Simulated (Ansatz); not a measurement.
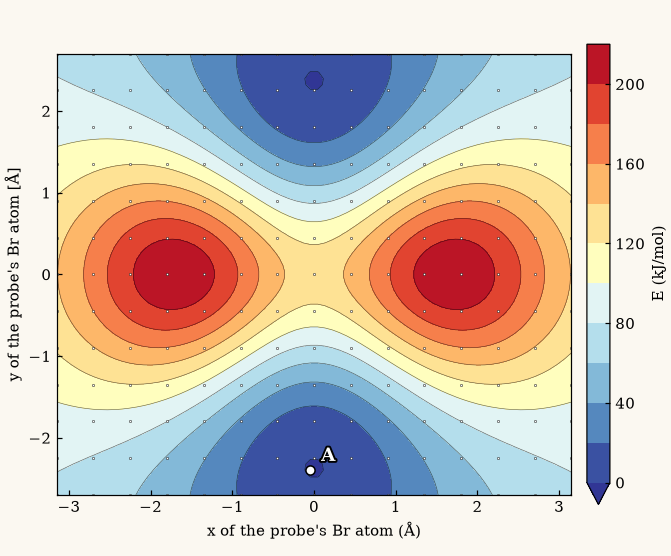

Be₂S₂ with the probe Br-. The probe is moved over a plane parallel to the molecule's main plane, 2.70 Å above it. The first coordinate is: x of the probe's Br atom; the second: y of the probe's Br atom. Nothing is relaxed (molecule and probe rigid). The grid has 15 × 13 points; 56 points were computed and 139 follow by symmetry. Points are written as (first, second). Energies are in kJ/mol, from the lowest grid point. Level of theory: RHF/def2-SVPD (Ansatz 0.2.0).

In the figure: filled contours, dots at the grid points, the point A. Between grid points the surface is interpolated.

Question: What is the easiest way out of the well at A, and how high is the barrier?

Answer: The easiest path leads from the well at about (−0.04 Å, −2.40 Å) to a well of about the same depth at about (−0.04 Å, 2.40 Å). Its highest point lies about 131 kJ/mol above the bottom of the first well on the interpolated surface, at (0.00 Å, 0.00 Å) [nearest 2 Be at 2.89 Å]. This is the barrier on the constrained surface; relaxing the other coordinates would change it.

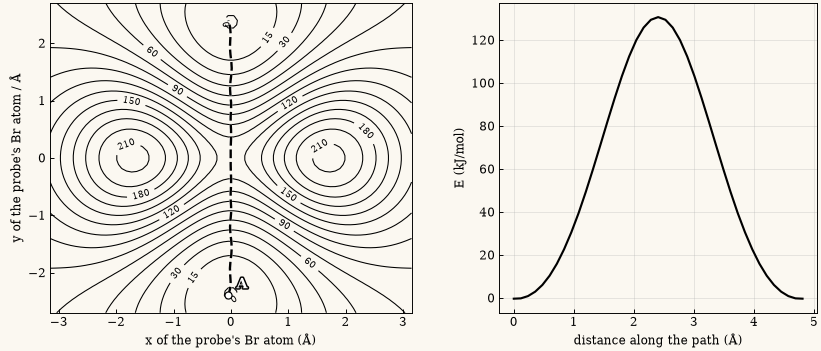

Drawn: contour lines labelled in kJ/mol, a line along the lowest path, the energy along the path at the right. Between grid points the surface is interpolated.
